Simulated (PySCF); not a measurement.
**[RuH2]+: quartet, from a PBE0 minimum start**

Where does quartet [RuH2]+ go from a PBE0 minimum start, is the end point a minimum, and what are its modes, charges and moments?

Program: PySCF 2.14.0. Level of theory: PBE0, basis Ru def2-TZVP with ECP28, H def2-TZVP, scalar-relativistic core potentials, no spin–orbit coupling, density fitting. These are calculated values, not measurements.

## 1. The system as given

3 atoms, charge 1, spin multiplicity 4.

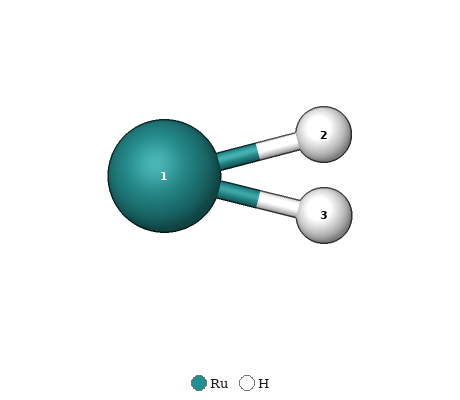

As it starts; ruthenium teal, hydrogen white; atoms are numbered from 1 in the order of the file.

Z-matrix (Å, degrees; charge 1 multiplicity 4):
```
Ru
H  1 1.7322
H  1 1.7322 2 28.51
```

## 2. First SCF at the start

One driver script runs all steps and calls PySCF; scf.py shows how it sets up the SCF of each step. The optimiser is the driver's own. After this first run the driver tries any further starts and a stability analysis.

Input file scf.py:

```python
from pyscf import gto, scf, dft
mol = gto.M(atom='''
Ru    -0.000000     0.000000    -0.032458
H      0.426515    -0.000000     1.646396
H     -0.426515     0.000000     1.646396''',
    basis={'Ru': 'def2-TZVP', 'H': 'def2-TZVP'},
    ecp={'Ru': 'def2-TZVP'},
    charge=1, spin=3)
mf = dft.UKS(mol, xc='PBE0')
mf.grids.atom_grid = (50, 194)
aux = {'Ru': 'def2-universal-JKFIT', 'H': 'def2-universal-JKFIT'}
mf = mf.density_fit(auxbasis=aux)
mf.conv_tol = 1e-08
mf.diis_space = 10
mf.max_cycle = 60
mf.init_guess = 'minao'
mf.verbose = 4
mf.kernel()
```

Command:

```console
$ OMP_NUM_THREADS=2 python axn.py task.json out
```

Standard output:

```text
init E= -88.1239922574442
[... the frontier-level lines of each cycle are left out ...]
cycle= 1 E= -95.5537749205337  delta_E= -7.43  |g|= 0.654  |ddm|= 2.74
cycle= 2 E= -95.2957196782904  delta_E= 0.258  |g|= 1.02  |ddm|= 1.14
cycle= 3 E= -95.718885000083  delta_E= -0.423  |g|= 0.0667  |ddm|= 0.835
cycle= 4 E= -95.7212994328049  delta_E= -0.00241  |g|= 0.0323  |ddm|= 0.0685
cycle= 5 E= -95.7217276769915  delta_E= -0.000428  |g|= 0.00498  |ddm|= 0.0208
cycle= 6 E= -95.7217516180668  delta_E= -2.39e-05  |g|= 0.00097  |ddm|= 0.00782
cycle= 7 E= -95.7217529645634  delta_E= -1.35e-06  |g|= 0.000164  |ddm|= 0.0018
cycle= 8 E= -95.7217530068535  delta_E= -4.23e-08  |g|= 3.46e-05  |ddm|= 0.000396
cycle= 9 E= -95.7217530087088  delta_E= -1.86e-09  |g|= 7.88e-06  |ddm|= 7.9e-05
Extra cycle  E= -95.7217530087995  delta_E= -9.07e-11  |g|= 6.44e-06  |ddm|= 1.64e-05
converged SCF energy = -95.7217530087995  <S^2> = 3.7551647  2S+1 = 4.0025815
```

This step, with its further starts and checks, needed 6.9 s of wall time on 2 threads of Arm Neoverse N1, shared host.

The starts that the driver tried:

```csv
start,energy (Eh)
the minimal-basis guess,-95.721753
a thermally smeared density,-95.721753
a smeared PBE density,-95.721753
```

No lower solution of this spin turned up from the other starts or in the test of internal stability.

## 3. PBE0 minimum start, quartet: relaxation

The program finds C2v symmetry in the start, which this walk keeps.

scf.py, as its differences from that of step 2:

```diff
@@ -3,3 +3,3 @@
-Ru    -0.000000     0.000000    -0.032458
-H      0.426515    -0.000000     1.646396
-H     -0.426515     0.000000     1.646396''',
+Ru     0.000000     0.000000    -0.032563
+H      0.426515     0.000000     1.646291
+H     -0.426515     0.000000     1.646291''',
@@ -16 +15,0 @@
-mf.init_guess = 'minao'
```

Energy and gradient, step by step:

```csv
step,energy (Eh),change (kJ/mol),largest symmetric gradient (Eh/bohr)
0,-95.721753,0.00,0.00011
```

The walk took 0.9 s.

It settles in C2v symmetry, 0.0 kJ/mol below the start, after 0 steps: H–H 0.853 Å, Ru–H 1.732 Å (×2); H–H–Ru 75.7° (×2), H–Ru–H 28.5°.

## 4. Hessian and properties

On the finer grid the gradient is checked again; gradients at displacements of ±0.02 bohr then give force constants and infrared intensities.

scf.py, as its differences from that of step 3:

```diff
@@ -3,3 +3,3 @@
-Ru     0.000000     0.000000    -0.032563
-H      0.426515     0.000000     1.646291
-H     -0.426515     0.000000     1.646291''',
+Ru     0.000000     0.000000    -0.032225
+H      0.426542     0.000000     1.646122
+H     -0.426542     0.000000     1.646122''',
@@ -10 +10 @@
-mf.grids.atom_grid = (50, 194)
+mf.grids.atom_grid = (75, 302)
@@ -13 +13 @@
-mf.conv_tol = 1e-08
+mf.conv_tol = 1e-10
```

The driver hands on the density of the step before, so the log starts near convergence.

Log of the central SCF (cycles and frontier levels):

```text
init E= -95.7217502464277
[... the frontier-level lines of each cycle are left out ...]
cycle= 1 E= -95.7217502464229  delta_E= 4.83e-12  |g|= 6.06e-06  |ddm|= 7.73e-06
Extra cycle  E= -95.7217502464124  delta_E= 1.05e-11  |g|= 8.06e-06  |ddm|= 9.62e-06
converged SCF energy = -95.7217502464124  <S^2> = 3.7551674  2S+1 = 4.0025829
```

The whole step took 20 s.

Geometry: C2v; H–H 0.853 Å, Ru–H 1.732 Å (×2); H–H–Ru 75.7° (×2), H–Ru–H 28.5°.

Harmonic modes (main isotopes):

| symmetry | ω (cm⁻¹) | IR (km/mol) |
| --- | --- | --- |
| a1 | 1056 | 109 |
| b2 | 1632 | 2.7 |
| a1 | 3023 | 12.2 |

Every mode is real; the point is a minimum.

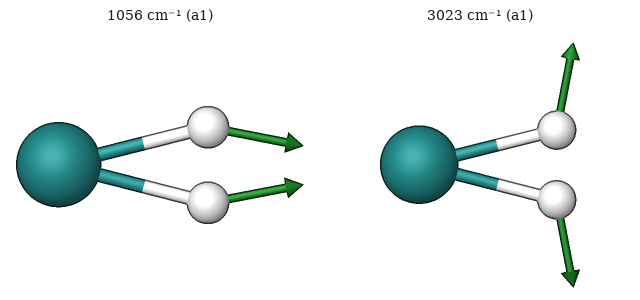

Displacements of 2 of the modes, as arrows (one member where a mode is degenerate).

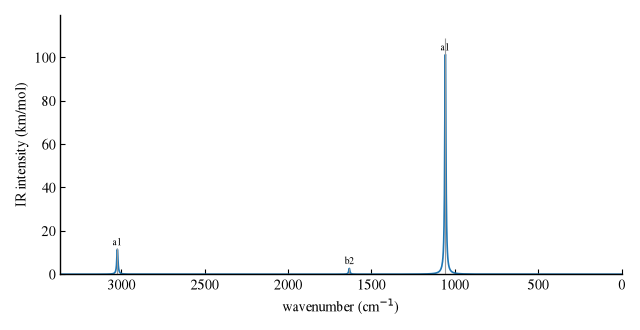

The harmonic infrared spectrum (widths in cm⁻¹). Lines are broadened to a width of 8 cm⁻¹ (Lorentzian).

Properties at this point:

* Dipole moment about the centre of mass: 0.01 D
* Highest occupied level: -13.51 eV
* Lowest empty level: -9.49 eV
* Rotational constants: 45.97, 3.028, 2.841 cm⁻¹
* Zero-point energy: 34.2 kJ/mol
* Principal polarisabilities: 18.0, 19.9, 23.3 bohr³
* Principal traceless quadrupole moments about the centre of mass: -1.72, -0.75, 2.46 D Å
* Entropy at 298.15 K and 1 bar (electronic part: spin only): 231.8 J/(mol K)
* Heat capacity Cp at 298.15 K: 34.8 J/(mol K)
* Enthalpy at 298.15 K above 0 K: 10.00 kJ/mol
* Rotational symmetry number: 2
* Spin squared ⟨S²⟩: 3.755

Charges (e) and bond orders:

```csv
atom,Mulliken,Löwdin,polar tensor,spin (Mulliken),Mayer order to Ru1
Ru1,0.75,0.72,0.83,3.00,–
"H2,3",0.12,0.14,0.08,0.00,0.46
```

Mulliken populations on Ru1 (outside its core potential): s 2.30, p 6.09, d 6.86, f 0.00.

## 5. Summary of results

```
                                          quantity                                                            value
                                           minimum                                                     quartet, C2v
                                          geometry  H–H 0.853 Å, Ru–H 1.732 Å (×2); H–H–Ru 75.7° (×2), H–Ru–H 28.5°
                                wavenumbers (cm⁻¹)                                  1056 (a1), 1632 (b2), 3023 (a1)
                    dipole moment (centre of mass)                                                           0.01 D
highest occupied, lowest empty level (either spin)                                                 -13.51, -9.49 eV
                        polar-tensor charge of Ru1                                                          +0.83 e
                                 zero-point energy                                                      34.2 kJ/mol
                               entropy at 298.15 K                                                  231.8 J/(mol K)
                                              ⟨S²⟩                                                            3.755
```

**Reading.** The molecule stays C2v, as typed, and the end point is a minimum. The strongest infrared band lies at 1056 cm⁻¹ (a1). Most of the spin sits on Ru1 (Mulliken spin 3.00, against 3 for the whole molecule). Other starts or spin states, not run here, may lie lower. One determinant may miss the lowest occupation of an open d or f shell.

The search up to here took 28 s.
